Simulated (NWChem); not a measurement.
# BeF2 (SMILES [F][Be][F]): levels of theory compared

We compute a comparison of 4 runs (HF/STO-3G, HF/def2-SVP, B3LYP/6-31G*) of BeF2. 

The results are computed with NWChem 7.3.0.

1 further run of the same task is left out (set aside as unsound or not needed).

## (1) The molecule

The species is BeF2 (3 atoms), meant as a singlet with charge 0. SMILES: `[F][Be][F]`. The shape comes from GFN2-xTB, which is rough for such elements, and wasn't checked as a minimum.

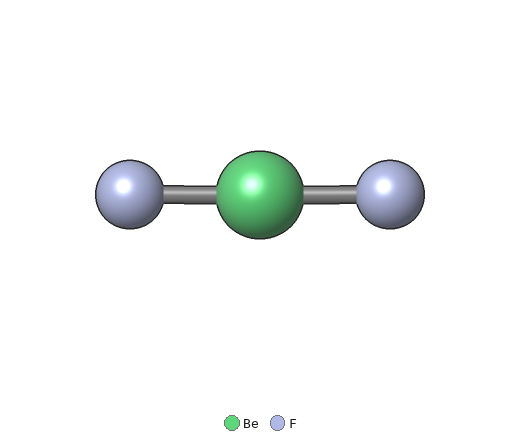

Viewed from a chosen angle; beryllium green, fluorine light blue.

## (2) Energy and forces at HF/STO-3G (run 1)

run.py reads:

```python
from ase import Atoms
from ase.calculators.nwchem import NWChem

mol = Atoms(['Be', 'F', 'F'], positions=[
    [-0.002860, -0.001640, -0.000220],
    [-0.015000, -0.019520, 1.368760],
    [0.017860, 0.021150, -1.368540],
])

calc = NWChem(
    label='geom',
    theory='scf',
    memory='2200 mb',
    basis='STO-3G',
    basispar='spherical bse',
    scf={'nopen': '0', 'rhf': None, 'thresh': '1e-08', 'maxiter': '80'},
)
mol.calc = calc

forces = mol.get_forces()
print(f"energy = {mol.get_potential_energy():.6f} eV")
print("forces (eV/A):")
for s, f in zip(mol.symbols, forces):
    print(f"{s:2s} {f[0]:10.5f} {f[1]:10.5f} {f[2]:10.5f}")
print("dipole (e A):", mol.get_dipole_moment().round(4))
```

Run with:

```console
export ASE_NWCHEM_COMMAND="nwchem PREFIX.nwi > PREFIX.nwo"
python run.py
```

Log:

```text
energy = -5731.854786 eV
forces (eV/A):
Be    0.02144    0.01214    0.01630
F     0.01034    0.01995   -1.76213
F    -0.03173   -0.03214    1.74583
dipole (e A): [-0.003  -0.0017 -0.0004]
```

The calculator wrote geom.nwi:

```
title "geom"

permanent_dir geom

scratch_dir geom

start geom

geometry units angstrom nocenter noautosym noautoz
  Be -2.8600000000000001e-03 -1.6400000000000000e-03 -2.2000000000000001e-04
  F  -1.4999999999999999e-02 -1.9519999999999999e-02 1.3687600000000000e+00
  F  1.7860000000000001e-02 2.1149999999999999e-02 -1.3685400000000001e+00
end

memory 2200 mb

basis spherical bse noprint
   * library STO-3G
end

scf
  nopen 0
  rhf
  thresh 1e-08
  maxiter 80
end

task scf gradient
```

geom.nwo:

```text
Northwest Computational Chemistry Package (NWChem) 7.3.0
             --------------------------------------------------------

           Job information
           ---------------

    nwchem branch   = 7.3.0
    use scalapack   = T
    input           = geom.nwi
    prefix          = geom.
    data base       = geom/geom.db
    status          = startup
    nproc           =        1

           Memory information
           ------------------

    heap     =     72089596 doubles =      550.0 Mbytes
    stack    =     72089601 doubles =      550.0 Mbytes
    global   =    144179200 doubles =     1100.0 Mbytes (distinct from heap & stack)
    total    =    288358397 doubles =     2200.0 Mbytes
    verify   = yes
    hardfail = no

[... 114 lines left out ...]
 Convergence threshold     :          1.000E-08
[... 12 lines left out ...]
       Final RHF  results
[... 3 lines left out ...]
      One-electron energy =   -383.793564286810
[... 1 line left out ...]
 Nuclear repulsion energy =     43.489084374014
[... 23 lines left out ...]
                       ROHF Final Molecular Orbital Analysis
[... 139 lines left out ...]
                                       geom

  wavefunction    =   RHF

                         RHF ENERGY GRADIENTS

    atom               coordinates                        gradient
                 x          y          z           x          y          z
   1 Be     -0.005405  -0.003099  -0.000416   -0.000417  -0.000236  -0.000317
   2 F      -0.028346  -0.036887   2.586581   -0.000201  -0.000388   0.034268
   3 F       0.033751   0.039968  -2.586166    0.000617   0.000625  -0.033951

                 ----------------------------------------
                 |  Time  |  1-e(secs)   |  2-e(secs)   |
                 ----------------------------------------
                 |  CPU   |       0.00   |       0.03   |
                 ----------------------------------------
                 |  WALL  |       0.00   |       0.03   |
                 ----------------------------------------

 Task  times  cpu:        0.2s     wall:        0.2s
 Total times  cpu:        0.2s     wall:        0.2s
```

It took 1.2 s on 1 thread of Intel Xeon Platinum 8488C (Sapphire Rapids), shared host; peak memory 0.1 GiB.

## (3) Energy and forces at HF/def2-SVP (run 2)

run.nw reads:

```
start run
title "BeF2"
memory stack 880 mb heap 220 mb global 1100 mb
charge 0
geometry units au noautosym nocenter noautoz
  Be -0.00540462 -0.00309915 -0.00041574
  F  -0.02834589 -0.03688745  2.58658153
  F   0.03375051  0.03996771 -2.58616579
end
basis spherical bse
  * library def2-SVP
end
scf
  thresh 1e-08
  maxiter 80
end
task scf gradient
```

Run with:

```console
nwchem run.nw > run.out
```

Log:

```text
[...]
  functions       =    37
[...]
  wavefunction    = RHF
[...]
         Total SCF energy =   -213.485293615136
      One-electron energy =   -385.263486327816
      Two-electron energy =    128.289111461641
 Nuclear repulsion energy =     43.489081251039
        Time for solution =      0.4s
[...]
                         RHF ENERGY GRADIENTS
    atom               coordinates                        gradient
                 x          y          z           x          y          z
   1 Be     -0.005405  -0.003099  -0.000416   -0.000225  -0.000126  -0.000387
   2 F      -0.028346  -0.036887   2.586582    0.000241   0.000221  -0.010412
   3 F       0.033751   0.039968  -2.586166   -0.000015  -0.000095   0.010799
[...]
```

Run time: 1.2 s. Hardware: 1 thread of Intel Xeon Platinum 8488C (Sapphire Rapids), shared host; peak memory 0.1 GiB.

Run 3 isn't shown in full; the table further down has it.

## (4) Energy and gradient at B3LYP/6-31G(d) (Cartesian functions) (run 4)

bef2.xyz reads:

```xyz
3

Be    -0.002860    -0.001640    -0.000220
F     -0.015000    -0.019520     1.368760
F      0.017860     0.021150    -1.368540
```

bef2.nw reads:

```
start bef2
memory stack 880 mb heap 220 mb global 1100 mb
charge 0

geometry noautosym nocenter noautoz
  load format xyz bef2.xyz
end

basis
  * library 6-31G*
end

dft
  xc b3lyp
  grid xfine
  convergence energy 1e-08
  iterations 100
  mulliken
end

task dft gradient
```

Run with:

```console
nwchem bef2.nw > bef2.out
```

Log:

```text
[...]
          Wavefunction type:  closed shell.
          No. of atoms     :     3
          No. of electrons :    22
[...]
          Charge           :     0
          Spin multiplicity:     1
[...]
          AO basis - number of functions:    45
[...]
              XC Information
              --------------
                         B3LYP Method XC Potential
                     Hartree-Fock (Exact) Exchange  0.200
                        Slater Exchange Functional  0.800 local
                    Becke 1988 Exchange Functional  0.720 non-local
              Lee-Yang-Parr Correlation Functional  0.810
                  VWN I RPA Correlation Functional  0.190 local
[...]
 d= 0,ls=0.0,diis     1   -214.5069946443 -2.58D+02  2.40D-02  7.74D-01     0.5
[...]
 d= 0,ls=0.0,diis     8   -214.5925574042 -5.91D-10  5.00D-08  2.13D-11     3.3
         Total DFT energy =     -214.592557404199
      One electron energy =     -385.691492513398
           Coulomb energy =      151.564530550414
    Exchange-Corr. energy =      -23.954679815229
 Nuclear repulsion energy =       43.489084374014
[...]
      Total Density - Mulliken Population Analysis
     ---------------------------------------------
    Atom       Charge   Shell Charges
 -----------   ------   -------------------------------------------------------
    1 Be   4     3.48   2.00  0.37  0.77  0.02  0.18  0.13
    2 F    9     9.26   1.99  0.96  3.33  0.84  2.05  0.09
    3 F    9     9.26   1.99  0.96  3.33  0.84  2.05  0.09
[...]
  wavefunction    = closed shell
                         DFT ENERGY GRADIENTS
    atom               coordinates                        gradient
                 x          y          z           x          y          z
   1 Be     -0.005405  -0.003099  -0.000416   -0.000160  -0.000089  -0.000358
   2 F      -0.028346  -0.036887   2.586581    0.000182   0.000170  -0.008226
   3 F       0.033751   0.039968  -2.586166   -0.000021  -0.000081   0.008585
[...]
```

It took 4.8 s on 1 thread of Intel Xeon Platinum 8488C (Sapphire Rapids), shared host; peak memory 0.12 GiB.

## (5) All runs side by side

```
run                               level  iteration cap  module  energy (Eh)  dipole moment (D)  HOMO energy (eV)  LUMO energy (eV)  wall time
  1                           HF/STO-3G             80     scf  -210.641780               0.02            -11.87              8.93      1.2 s
  2                         HF/def2-SVP             80     scf  -213.485294               0.03            -17.16              1.77      1.2 s
  3  B3LYP/6-31G* (spherical functions)            100     dft  -214.588978               0.02            -10.86              0.06      5.7 s
  4  B3LYP/6-31G* (Cartesian functions)            100     dft  -214.592557               0.02            -10.86              0.00      4.8 s
```

## (6) Outcome

```
                       quantity          value
            run 4: total energy  -214.59256 Eh
           run 4: dipole moment         0.02 D
             run 4: HOMO energy      -10.86 eV
             run 4: LUMO energy        0.00 eV
           run 4: HOMO–LUMO gap       10.86 eV
run 4: largest force on an atom     0.441 eV/Å
```

In words: The HOMO–LUMO gap runs from 10.86 eV (B3LYP/6-31G*) to 20.79 eV (HF/STO-3G). The two ends differ in method and basis. In run 1 the basis is minimal, so the values are rough. All runs together took 13 s, the longest 5.7 s.
